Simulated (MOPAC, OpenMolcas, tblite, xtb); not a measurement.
**A ladder of methods for C2H2AlCl (SMILES Cl[C]1=[CH][AlH]1)**

The species is C2H2AlCl (6 atoms), meant as a singlet with charge 0. SMILES: `Cl[C]1=[CH][AlH]1`. Geometry: a GFN2-xTB relaxation, a rough one for these elements and not checked as a minimum.

Quantity: the dipole moment, in D. The values are calculated.

| level | kind | program | value (D) | CPU time |
| --- | --- | --- | --- | --- |
| IPEA1-xTB | semi-empirical | tblite | 5.91 | under 2 s |
| AM1 | semi-empirical | MOPAC | 2.32 | under 2 s |
| GFN1-xTB | semi-empirical | tblite | 4.56 | under 2 s |
| GFN2-xTB | semi-empirical | xtb | 3.01 | under 2 s |
| HF/STO-3G | Hartree–Fock | OpenMolcas | 5.56 | 1.7 s |
| HF/3-21G | Hartree–Fock | OpenMolcas | 3.82 | 2 s |
| HF/def2-SVP | Hartree–Fock | OpenMolcas | 3.35 | 4.3 s |
| HF/6-311+G** | Hartree–Fock | OpenMolcas | 3.69 | 16 s |
| SVWN5/def2-TZVP | LDA | OpenMolcas | 2.64 | 65 s |
| r2SCAN/6-31G** (spherical functions) | meta-GGA | OpenMolcas | 2.76 | 23 s |

The values span 2.32 to 5.91 D. Sets without polarisation functions give poor dipoles. Without the sets that lack polarisation functions the rows with a basis span only 2.64 to 3.69 D. Times are those of the runs behind each value, whatever else they computed, on shared processors of several kinds: orders of magnitude only.

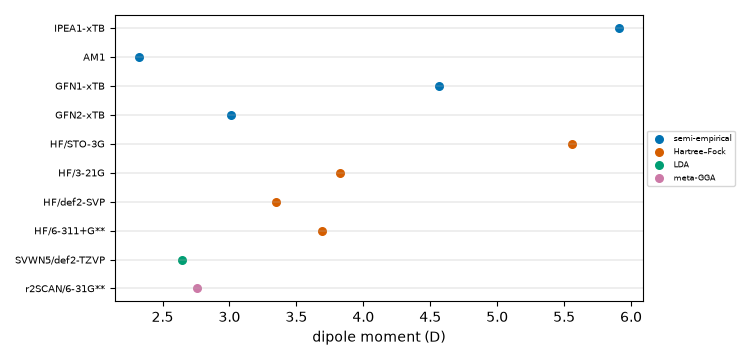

The values of the table, level by level.
